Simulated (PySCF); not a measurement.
**SiF2: structure of the triplet**

Aim: relax SiF2 as a triplet from a linear start, check by its vibrations whether the end is a minimum, and collect its spectrum and constants.

The runs use PySCF 2.14.0; B3LYP, basis Si def2-TZVP, F def2-TZVP, no relativity, density fitting.

**1. Starting geometry**

3 atoms, charge 0, spin multiplicity 3.

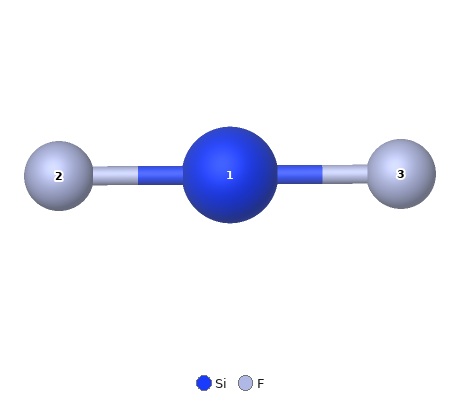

The starting geometry (silicon blue, fluorine light blue); atoms are numbered from 1 in the order of the file.

Z-matrix (Å, degrees; charge 0 multiplicity 3):
```
Si
F  1 1.8000
F  1 1.8000 2 180.00
```

**2. First SCF at the start**

The steps below are one call of a driver around PySCF. For each, scf.py gives the equivalent set-up of the SCF; relaxations use the driver's own optimiser. After this first run the driver tries any further starts and a stability analysis.

Contents of scf.py:

```python
from pyscf import gto, scf, dft
mol = gto.M(atom='''
Si     0.000000     0.000000     0.000000
F      0.000000     0.000000     1.800000
F      0.000000     0.000000    -1.800000''',
    basis={'Si': 'def2-TZVP', 'F': 'def2-TZVP'},
    charge=0, spin=2)
mf = dft.UKS(mol, xc='B3LYP')
mf.grids.atom_grid = (50, 194)
aux = {'Si': 'def2-universal-JKFIT', 'F': 'def2-universal-JKFIT'}
mf = mf.density_fit(auxbasis=aux)
mf.conv_tol = 1e-08
mf.diis_space = 10
mf.max_cycle = 60
mf.init_guess = 'minao'
mf.verbose = 4
mf.kernel()
```

Command:

```sh
$ OMP_NUM_THREADS=4 python axn.py task.json out
```

Log:

```text
init E= -489.181733247969
[... the frontier-level lines of each cycle are left out ...]
cycle= 1 E= -489.085839538174  delta_E= 0.0959  |g|= 0.61  |ddm|= 1.28
cycle= 2 E= -488.295541847514  delta_E= 0.79  |g|= 1.64  |ddm|= 1.17
cycle= 3 E= -489.229363219779  delta_E= -0.934  |g|= 0.0324  |ddm|= 0.778
cycle= 4 E= -489.229651624468  delta_E= -0.000288  |g|= 0.019  |ddm|= 0.0395
cycle= 5 E= -489.2297481306  delta_E= -9.65e-05  |g|= 0.00397  |ddm|= 0.0123
cycle= 6 E= -489.229757193171  delta_E= -9.06e-06  |g|= 0.000983  |ddm|= 0.00451
cycle= 7 E= -489.229757861491  delta_E= -6.68e-07  |g|= 0.000166  |ddm|= 0.0013
cycle= 8 E= -489.229757893775  delta_E= -3.23e-08  |g|= 6.58e-05  |ddm|= 0.000344
cycle= 9 E= -489.22975789622  delta_E= -2.44e-09  |g|= 1.07e-05  |ddm|= 7.42e-05
Extra cycle  E= -489.229757896202  delta_E= 1.77e-11  |g|= 1.7e-05  |ddm|= 1.52e-05
converged SCF energy = -489.229757896202  <S^2> = 2.0050192  2S+1 = 3.0033443
```

This step, with its further starts and checks, ran for 6.2 s (4 threads of Arm Neoverse V2, shared host).

Energies from each starting density:

```tsv
start	energy (Eh)
the minimal-basis guess	-489.229758
a thermally smeared density	-489.229758
a smeared PBE density	-489.229758
```

The test of internal stability and the other starts found no lower solution of this spin.

**3. Relaxation: linear start, triplet**

The program finds D∞h symmetry in the start, which this walk keeps.

Changes to scf.py since step 2:

```diff
@@ -15 +14,0 @@
-mf.init_guess = 'minao'
```

Steps of the walk:

```tsv
step	energy (Eh)	change (kJ/mol)	largest symmetric gradient (Eh/bohr)
0	-489.229758	0.00	0.05238
1	-489.248143	-48.27	0.01394
2	-489.248613	-49.51	0.00993
3	-489.248950	-50.39	0.00081
4	-489.248953	-50.40	0.00004
```

The walk took 4.3 s.

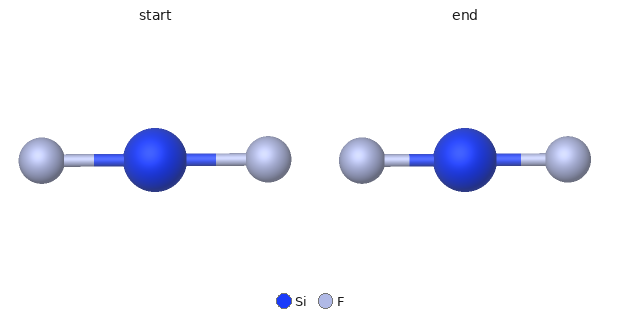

The geometry along the walk, at one scale.

After 4 steps and 50.4 kJ/mol it ends at D∞h: Si–F 1.635 Å (×2); F–Si–F 180.0°.

**4. Hessian and properties**

On the finer grid the gradient is checked again; gradients at displacements of ±0.02 bohr then give force constants and infrared intensities.

Changes to scf.py since step 3:

```diff
@@ -4,2 +4,2 @@
-F      0.000000     0.000000     1.800000
-F      0.000000     0.000000    -1.800000''',
+F      0.000000    -0.000000     1.634960
+F     -0.000000     0.000000    -1.634960''',
@@ -9 +9 @@
-mf.grids.atom_grid = (50, 194)
+mf.grids.atom_grid = (75, 302)
@@ -12 +12 @@
-mf.conv_tol = 1e-08
+mf.conv_tol = 1e-10
```

The driver hands on the density of the step before, so the log starts near convergence.

SCF at the final geometry:

```text
init E= -489.248877081777
[... the frontier-level lines of each cycle are left out ...]
cycle= 1 E= -489.248877081777  delta_E= 2.27e-13  |g|= 4.39e-07  |ddm|= 1.52e-06
Extra cycle  E= -489.248877081777  delta_E= 1.14e-13  |g|= 7.76e-07  |ddm|= 1.55e-06
converged SCF energy = -489.248877081777  <S^2> = 2.0034015  2S+1 = 3.0022668
```

The whole step took 12 s.

Geometry: D∞h; Si–F 1.635 Å (×2); F–Si–F 180.0°.

Modes, for the most abundant isotopes:

| ω (cm⁻¹) | IR (km/mol) | μ (u) | type |
| --- | --- | --- | --- |
| 301i | 0.2 | 23.31 | bend |
| 333 | 41.6 | 23.31 | bend |
| 611 | 0.0 | 19.00 | stretch |
| 894 | 246 | 23.31 | stretch |

With 1 mode imaginary (up to 301i cm⁻¹) this point is a saddle.

Here the density breaks the symmetry of the frame, and no labels are given; pairs that should be degenerate can split.

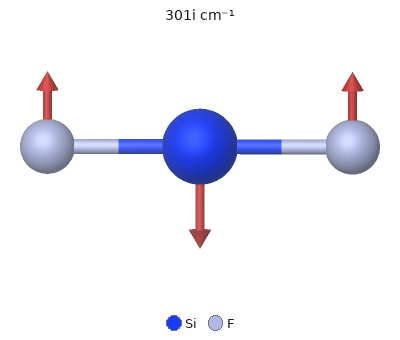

The imaginary mode, as arrows.

Constants and moments:

```
Dipole moment                                                   : 0.00 D
Highest occupied level                                          : -4.86 eV
Lowest empty level                                              : -4.72 eV
Rotational constants                                            : 0.166 cm⁻¹
Zero-point energy (real modes)                                  : 11.0 kJ/mol
Principal polarisabilities                                      : 22.8, 27.1, 30.0 bohr³
Atomisation energy without zero-point energy                    : 831 kJ/mol
Principal traceless quadrupole moments about the centre of mass : -5.75, -0.28, 6.03 D Å
Spin squared ⟨S²⟩                                               : 2.003
```

Charges (e) and bond orders:

```tsv
atom	Mulliken	Löwdin	polar tensor	spin (Mulliken)	Mayer order to Si1
Si1	0.45	0.07	0.93	1.76	–
F2,3	-0.23	-0.03	-0.46	0.12	1.10
```

Outer orbital energies (eV). α occupied: -16.03, -14.53, -13.04, -12.93, -12.68, -12.56, -8.28, -4.86; empty: -3.15, 2.04, 3.96, 4.32. β occupied: -32.69, -32.52, -15.05, -13.75, -12.72, -12.44, -12.42, -12.18; empty: -4.72, -1.91, -1.12, 2.23.

Mulliken populations on Si1: s 5.35, p 7.71, d 0.38, f 0.09.

**5. Following the imaginary mode**

The start is the last point, displaced along its most imaginary mode.

The program finds C2v symmetry in the start, which this walk keeps.

Changes to scf.py since step 4:

```diff
@@ -3,3 +3,3 @@
-Si     0.000000     0.000000     0.000000
-F      0.000000    -0.000000     1.634960
-F     -0.000000     0.000000    -1.634960''',
+Si    -0.119834    -0.006316    -0.000000
+F      0.088233     0.004650     1.634960
+F      0.088233     0.004650    -1.634960''',
@@ -9 +9 @@
-mf.grids.atom_grid = (75, 302)
+mf.grids.atom_grid = (50, 194)
@@ -12 +12 @@
-mf.conv_tol = 1e-10
+mf.conv_tol = 1e-08
```

The optimiser's trace:

```tsv
step	energy (Eh)	change (kJ/mol)	largest symmetric gradient (Eh/bohr)
0	-489.252483	0.00	0.01549
1	-489.259237	-17.73	0.02102
2	-489.267736	-40.05	0.02167
3	-489.271641	-50.30	0.05110
4	-489.279149	-70.01	0.00974
5	-489.280100	-72.51	0.00371
6	-489.280203	-72.78	0.00098
7	-489.280206	-72.79	0.00005
```

The walk took 7.1 s.

Geometry (Å) and forces (eV/Å) at some steps:

```
step 0
Si  -0.120  -0.006   0.000  -0.797  -0.041   0.000
F    0.088   0.005   1.635   0.398   0.021  -0.507
F    0.088   0.005  -1.635   0.398   0.021   0.507
step 1
Si  -0.220  -0.012   0.000  -1.081  -0.054   0.000
F    0.138   0.007   1.598   0.541   0.027  -0.512
F    0.138   0.007  -1.598   0.541   0.027   0.512
step 4
Si  -0.516  -0.027   0.000   0.059  -0.013   0.000
F    0.287   0.015   1.407  -0.030   0.006  -0.501
F    0.287   0.015  -1.407  -0.030   0.006   0.501
step 7
Si  -0.563  -0.030   0.000  -0.002  -0.017   0.000
F    0.310   0.016   1.346   0.001   0.009   0.001
F    0.310   0.016  -1.346   0.001   0.009  -0.001
```

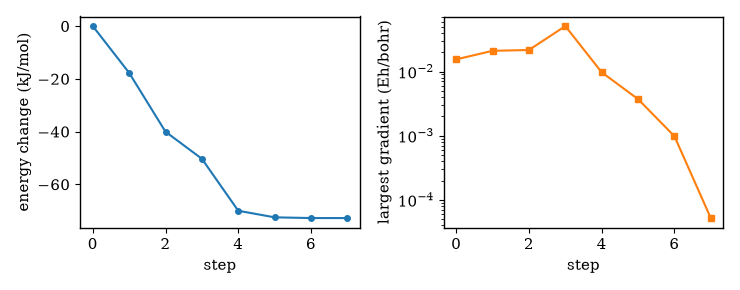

Energy and largest gradient along the walk.

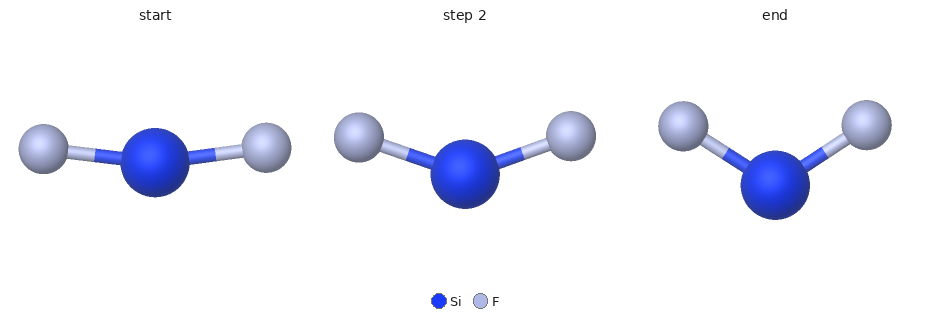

Start and end of the relaxation, with a step between.

It settles in C2v symmetry, 72.8 kJ/mol below the start, after 7 steps: Si–F 1.605 Å (×2); F–Si–F 114.0°.

**6. Frequencies**

As before: finer grid, then central differences.

Changes to scf.py since step 5:

```diff
@@ -3,3 +3,3 @@
-Si    -0.119834    -0.006316    -0.000000
-F      0.088233     0.004650     1.634960
-F      0.088233     0.004650    -1.634960''',
+Si    -0.504089    -0.026567    -0.000000
+F      0.370859     0.019545     1.345646
+F      0.370859     0.019545    -1.345646''',
@@ -9 +9 @@
-mf.grids.atom_grid = (50, 194)
+mf.grids.atom_grid = (75, 302)
@@ -12 +12 @@
-mf.conv_tol = 1e-08
+mf.conv_tol = 1e-10
```

Log of the central SCF (cycles and frontier levels):

```text
init E= -489.280302233467
[... the frontier-level lines of each cycle are left out ...]
cycle= 1 E= -489.280302233465  delta_E= 1.36e-12  |g|= 2.19e-06  |ddm|= 2.22e-06
Extra cycle  E= -489.280302233465  delta_E= 4.55e-13  |g|= 3.74e-06  |ddm|= 2.75e-06
converged SCF energy = -489.280302233465  <S^2> = 2.0015491  2S+1 = 3.0010325
```

The whole step ran for 17 s (4 threads of Arm Neoverse V2, shared host).

Geometry: C2v; Si–F 1.606 Å (×2); F–Si–F 113.9°.

Harmonic modes (main isotopes):

```
symmetry  ω (cm⁻¹)  IR (km/mol)
      a1       266         12.6
      a1       810         67.3
      b2       924          152
```

All wavenumbers are real: a minimum.

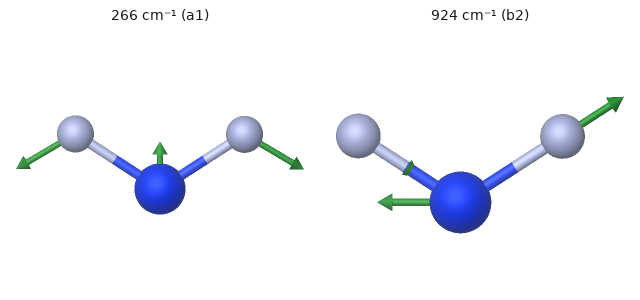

Displacements of 2 of the modes, as arrows (one member where a mode is degenerate).

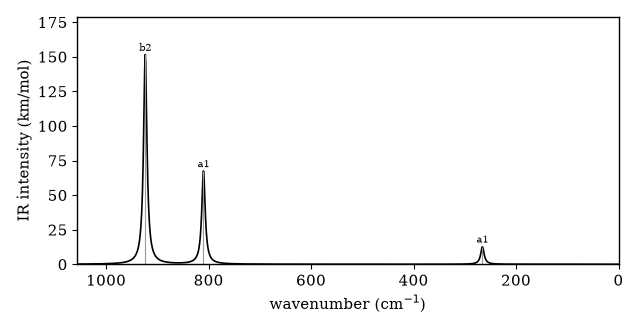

The harmonic infrared spectrum (widths in cm⁻¹). Lines are broadened to a width of 8 cm⁻¹ (Lorentzian).

Constants and moments:

```
Dipole moment                                                   : 1.35 D
Highest occupied level                                          : -4.86 eV
Lowest empty level                                              : -5.34 eV
Rotational constants                                            : 1.363, 0.245, 0.2077 cm⁻¹
Zero-point energy                                               : 12.0 kJ/mol
Principal polarisabilities                                      : 23.6, 25.5, 26.6 bohr³
Atomisation energy without zero-point energy                    : 913 kJ/mol
Principal traceless quadrupole moments about the centre of mass : -2.82, -0.32, 3.14 D Å
Entropy at 298.15 K and 1 bar (electronic part: spin only)      : 267.5 J/(mol K)
Heat capacity Cp at 298.15 K                                    : 45.1 J/(mol K)
Enthalpy at 298.15 K above 0 K                                  : 11.46 kJ/mol
Rotational symmetry number                                      : 2
Spin squared ⟨S²⟩                                               : 2.002
```

Populations by atom (charges in e):

```
atom  Mulliken  Löwdin  polar tensor  spin (Mulliken)  Mayer order to Si1
 Si1      0.53    0.00          0.97             1.81                   –
F2,3     -0.26    0.00         -0.49             0.09                1.11
```

Mulliken populations on Si1: s 5.18, p 7.81, d 0.39, f 0.09.

**7. All stationary points**

| spin | group | bonds | imaginary modes (cm⁻¹) | ΔE (kJ/mol) | with zero-point energy |
| --- | --- | --- | --- | --- | --- |
| triplet | C2v | Si–F 1.606 Å (×2) | none | 0.0 | 0.0 |
| triplet | D∞h (density of lower symmetry) | Si–F 1.635 Å (×2) | 301i | 82.5 | – |

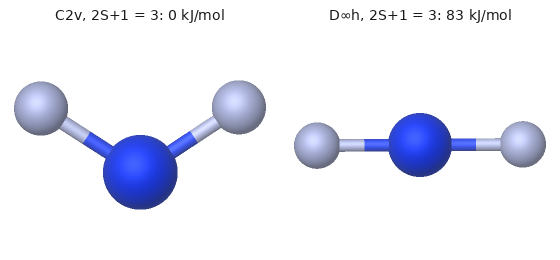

The points, lowest first (silicon blue, fluorine light blue).

**8. Results**

| quantity | value |
| --- | --- |
| minimum | triplet, C2v |
| geometry | Si–F 1.606 Å (×2); F–Si–F 113.9° |
| wavenumbers (cm⁻¹) | 266 (a1), 810 (a1), 924 (b2) |
| dipole moment | 1.35 D |
| highest occupied, lowest empty level (either spin) | -4.86, -5.34 eV |
| polar-tensor charge of Si1 | +0.97 e |
| zero-point energy | 12.0 kJ/mol |
| entropy at 298.15 K | 267.5 J/(mol K) |
| atomisation energy (no zero-point energy) | 913 kJ/mol |
| ⟨S²⟩ | 2.002 |

**Reading.** From D∞h at the start the molecule goes to a C2v minimum, after a stop at a saddle point 82.5 kJ/mol higher, from which it was pushed off along an imaginary mode. An empty level of one spin lies below a filled level of the other, which hints that a lower spin is more stable. In the infrared the band at 924 cm⁻¹ (b2, stretch) leads. Most of the spin sits on Si1 (Mulliken spin 1.81, against 2 for the whole molecule). Other starts or spin states, not run here, may lie lower.

The search up to here took 47 s.
